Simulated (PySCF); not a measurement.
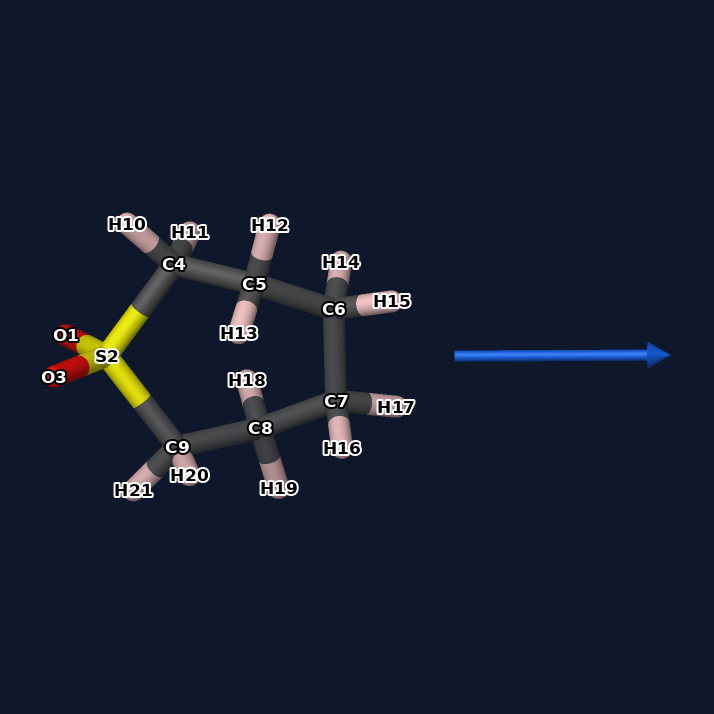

The arrow beside the molecule shows the direction of the dipole moment, from the negative to the positive end (its length means nothing). The computed structure is the end point of a PBE0-D3(BJ)/def2-SVP optimisation. No frequency run is at hand to confirm it as a minimum. Properties computed with PBE0/pcSseg-1, gas phase (PySCF 2.14.0).

Estimate the dipole moment.

5.36 D; it points from the side of O1, O3 to the side of H15, H17 (the outermost atoms at the two ends).
